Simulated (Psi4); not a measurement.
# BClH2OS (SMILES OB(S)Cl): a chain of runs

Aim: a geometry optimisation (CAM-B3LYP/6-31G**), then vibrational wavenumbers, then the excited states (TDA-CAM-B3LYP/6-31G**) of BClH2OS. 

Program for the calculation: Psi4 1.11.

## Step 1: The system as given

The species is BClH2OS (6 atoms), typed as a singlet with charge 0. As SMILES, `OB(S)Cl`. The start is not the relaxed shape. The run starts from this shape.

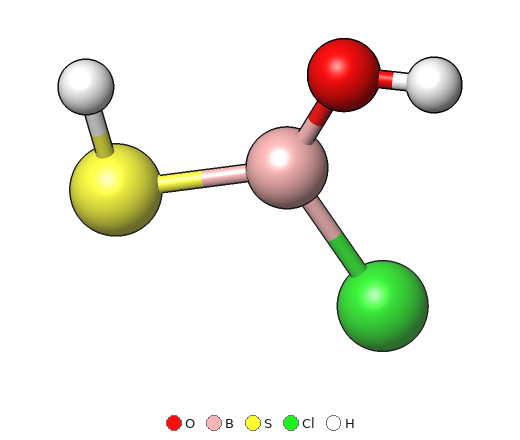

Viewed from a chosen angle; oxygen red, boron pink, sulfur yellow, chlorine green, hydrogen white.

## Step 2: A geometry optimisation at CAM-B3LYP/6-31G(d,p) (density fitting, Cartesian functions) (run 1)

Input file input.in:

```
memory 1600 MB

molecule {
  0 1
  O
  B 1 r2
  S 2 r3 1 a3
  Cl 2 r4 1 a4 3 d4
  H 1 r5 2 a5 3 d5
  H 3 r6 2 a6 1 d6

  r2 = 1.351918
  r3 = 1.866908
  a3 = 130.00722
  r4 = 1.905301
  a4 = 120.82083
  d4 = -178.47774
  r5 = 0.959536
  a5 = 114.3855
  d5 = 179.72696
  r6 = 1.340444
  a6 = 90.00282
  d6 = -3.19306
}

set globals {
  basis 6-31G**
  reference rks
  geom_maxiter 60
}

opt("cam-b3lyp")
print_variables()
```

The run is started by

```bash
$ psi4 -i input.in -o input.out -n 1
```

input.out:

```text
Psi4 1.11 release

gradient() will perform analytic gradient computation.

   => Loading Basis Set <=

    Name: 6-31G**
    Role: ORBITAL
    Keyword: BASIS

         ---------------------------------------------------------
                                   SCF
                              RKS Reference
                        1 Threads,   1525 MiB Core
         ---------------------------------------------------------

  ==> Geometry <==

    Molecular point group: c1
    Full point group: C1

[... 224 lines left out ...]
 Dipole Y            :          2.6959783           -2.8668848           -0.1709066
[... 602 lines left out ...]
    Two-Electron Energy =                 599.1460777936954401
[... 527 lines left out ...]
   @DF-RKS iter   9:  -959.74081556096155   -6.61657e-11   2.22190e-08 DIIS
[... 529 lines left out ...]
   @DF-RKS iter   4:  -959.74083242648067   -8.14306e-07   2.87856e-06 DIIS
[... 487 lines left out ...]
  "SCF TOTAL ENERGY"            =>    -959.740835730670
[... 5 lines left out ...]
  Array Variable Map:
  ----------------------------------------------------------------------------
  "CURRENT DIPOLE"              =>      -0.000076201384 ... -0.850504509251 1 by 3
  "CURRENT GRADIENT"            =>       0.000004438948 ... 0.000007596226 6 by 3
  "DFT TOTAL GRADIENT"          =>       0.000004438948 ... 0.000007596226 6 by 3
  "SCF DIPOLE"                  =>      -0.000076201384 ... -0.850504509251 1 by 3
  "SCF TOTAL ENERGIES"          =>    -959.740561642097 ... -959.740835730670 1 by 9
  "SCF TOTAL GRADIENT"          =>       0.000004438948 ... 0.000007596226 6 by 3

    Psi4 run time: 0:00:56.15

[set-up sections that repeat, and orbital energies of the middle runs, are left out above]
```

On the terminal:

```text
Optimizer: Optimization complete!
```

Run time: 58 s. Hardware: 1 thread of Intel Xeon Platinum 8375C at 2.90GHz (Ice Lake), shared host; peak memory 0.57 GiB.

Step by step:

```
step  energy from the first frame kept (eV)  largest force (eV/Å)
   0                                 0.0000                1.9978
   1                                -0.2504                1.2876
   2                                -0.2625                0.5799
   3                                -0.2713                0.6627
   4                                -0.2884                0.0861
   5                                -0.2886                0.0451
   6                                -0.2888                0.0177
   7                                -0.2889                0.0024
```

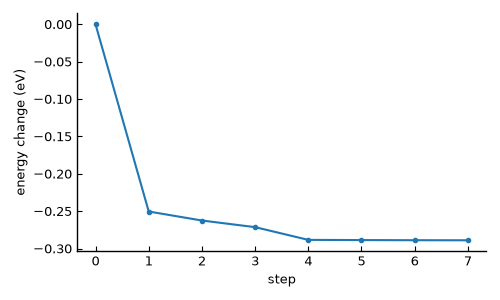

Energy along the run.

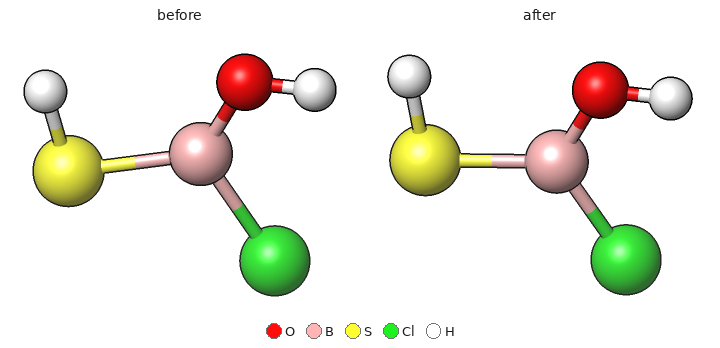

Before and after, at one scale.

After the run. Bond lengths: O1–B2 1.346 Å, B2–S3 1.808 Å, B2–Cl4 1.778 Å, O1–H5 0.965 Å, S3–H6 1.344 Å. Angles: O1–B2–S3 120.8°, O1–B2–Cl4 120.9°, S3–B2–Cl4 118.3°, B2–O1–H5 113.6°, B2–S3–H6 95.3°.

## Step 3: The harmonic vibrations at CAM-B3LYP/6-31G(d,p) (density fitting, Cartesian functions) (run 2)

Input file bclh2os.dat:

```
memory 1600 MB

molecule {
  0 1
  O      0.204831     0.846936    -0.752916
  B     -0.287316    -0.257923    -0.163415
  S      0.358401    -0.825210     1.427454
  Cl    -1.588880    -1.198203    -0.927066
  H     -0.214870     1.053429    -1.596760
  H      1.258231     0.164952     1.556838
  units angstrom
}

set basis 6-31G**
set t 298.15
set rotational_symmetry_number 1

energy_value, wavefunction = freq("cam-b3lyp", return_wfn=True)
```

The run is started by

```bash
$ psi4 bclh2os.dat bclh2os.out -n 1
```

bclh2os.out:

```text
Psi4 1.11 release

         ----------------------------------------------------------
                                   FINDIF
         ----------------------------------------------------------

[... 836 lines left out ...]
   @DF-RKS iter   1:  -959.61001808426795   -2.36417e-01   7.28500e-03 DIIS/ADIIS
[... 1169 lines left out ...]
   @DF-RKS iter   6:  -959.74083435132968   -5.80083e-06   1.42285e-05 DIIS
[... 1149 lines left out ...]
  Energy and wave function converged.
[... 1075 lines left out ...]
    Total Energy =                       -959.7408330455000396
[... 1319 lines left out ...]
    Translational S                         39.595 [cal/(mol K)]      165.666 [J/(mol K)]       0.06309879 [mEh/K] (mol. weight = 95.9608 [u], P = 101325.00 [Pa])
[... 58 lines left out ...]
    Psi4 run time: 0:03:59.89

[set-up sections that repeat, and orbital energies of the middle runs, are left out above]
```

On the terminal:

```text
Warning: used thermodynamics relations inappropriate for low-frequency modes: ['240.8070' '349.3865' '365.0124' '489.2494' '548.6759' '561.7350']
```

It took 4 min on 1 thread of Intel Xeon Platinum 8375C at 2.90GHz (Ice Lake), shared host; peak memory 0.56 GiB.

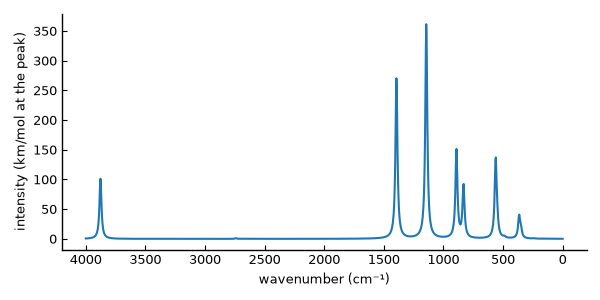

Harmonic infrared spectrum, unscaled, lines broadened by 10 cm⁻¹.

## Step 4: The vertical excitations at TDA-CAM-B3LYP/6-31G(d,p) (density fitting, Cartesian functions, save jk yes) (run 3)

Input file input.in:

```
memory 1.6 GB

molecule m {
  0 1
  O
  B 1 1.345524
  S 2 1.808212 1 120.82763
  Cl 2 1.778021 1 120.91911 3 179.99348
  H 1 0.964811 2 113.56698 4 -0.00623
  H 3 1.344193 2 95.31534 1 -0.00261
}

set globals {
  basis   6-31G**
  save_jk true
}

from psi4.driver.procrouting.response.scf_response import tdscf_excitations
e_tot, wfn = energy('cam-b3lyp', return_wfn=True)
states = tdscf_excitations(wfn, states=6, tda=True)
```

The run is started by

```bash
$ psi4 -n 1 input.in input.out
```

input.out:

```text
Psi4 1.11 release

   => Loading Basis Set <=

    Name: 6-31G**
    Role: ORBITAL
    Keyword: BASIS

         ---------------------------------------------------------
                                   SCF
                              RKS Reference
                        1 Threads,   1525 MiB Core
         ---------------------------------------------------------

  ==> Geometry <==

    Molecular point group: c1
    Full point group: C1

    Geometry (in Angstrom), charge = 0, multiplicity = 1:

[... 149 lines left out ...]
                           Total Energy        Delta E     RMS |[F,P]|
[... 8 lines left out ...]
   @DF-RKS iter   7:  -959.74083568609558   -8.27896e-07   3.21448e-06 DIIS
[... 40 lines left out ...]
    DFT Exchange-Correlation Energy =     -51.0919560940813184
[... 70 lines left out ...]
  DavidsonSolver iter  10:   9.23701e-08  7.87887e-05     56      Converged
[... 48 lines left out ...]
Excited State    6 (1 A):   0.32437 au   140.47 nm f = 0.0014
[... 6 lines left out ...]
******************************************************************************************
**********                               WARNING                                **********
**********       The names of excited state variables changed between 1.5       **********
**********     and 1.6. For a quick solution, remove the symmetry specifier     **********
**********   from the variable name. For full details, see 'Notes on Psivars'   **********
**********                        in the documentation.                         **********
******************************************************************************************

    Psi4 run time: 0:00:24.15
```

Wall time 26 s (1 thread of Intel Xeon Platinum 8375C at 2.90GHz (Ice Lake), shared host); peak memory 0.53 GiB.

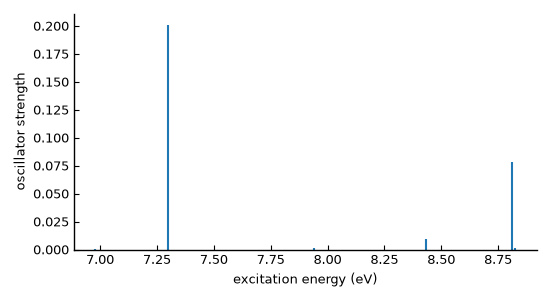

Vertical excitations as sticks.

The roots found:

```
excited state  energy (eV)  strength  label
            1        6.977    0.0006    A 1
            2        7.300    0.2011    A 1
            3        7.940    0.0017    A 1
            4        8.433    0.0095    A 1
            5        8.810    0.0782    A 1
            6        8.826    0.0014    A 1
```

## Step 5: Results

```
                                                                           quantity             value
                                  run 1, CAM-B3LYP/6-31G**: total energy at the end     -959.74084 Eh
                                            run 1, CAM-B3LYP/6-31G**: dipole moment            2.18 D
                                              run 1, CAM-B3LYP/6-31G**: HOMO energy          -9.09 eV
                                              run 1, CAM-B3LYP/6-31G**: LUMO energy           1.42 eV
                                            run 1, CAM-B3LYP/6-31G**: HOMO–LUMO gap          10.51 eV
                               run 2, CAM-B3LYP/6-31G**: lowest harmonic wavenumber          241 cm⁻¹
                              run 2, CAM-B3LYP/6-31G**: highest harmonic wavenumber         3877 cm⁻¹
                                        run 2, CAM-B3LYP/6-31G**: zero-point energy       80.3 kJ/mol
run 2, CAM-B3LYP/6-31G**: ideal-gas entropy at 298.15 K (symmetry number 1 as used)  72.2 cal/(mol K)
                    run 3, TDA-CAM-B3LYP/6-31G**: ground-state or mean-field energy     -959.74084 Eh
          run 3, TDA-CAM-B3LYP/6-31G**: dipole moment (CAM-B3LYP Kohn–Sham density)            2.18 D
           run 3, TDA-CAM-B3LYP/6-31G**: HOMO energy (CAM-B3LYP Kohn–Sham orbitals)          -9.09 eV
           run 3, TDA-CAM-B3LYP/6-31G**: LUMO energy (CAM-B3LYP Kohn–Sham orbitals)           1.42 eV
         run 3, TDA-CAM-B3LYP/6-31G**: HOMO–LUMO gap (CAM-B3LYP Kohn–Sham orbitals)          10.51 eV
                             run 3, TDA-CAM-B3LYP/6-31G**: lowest excitation energy           6.98 eV
```

The optimisation (run 1, CAM-B3LYP/6-31G**) took 8 steps and changed the energy by -0.289 eV. All 12 modes are real, so the shape is a minimum at this level. The brightest of the 6 transitions from the ground state lies at 7.30 eV (170 nm, f = 0.201); the lowest, at 6.98 eV, has f = 0.001.
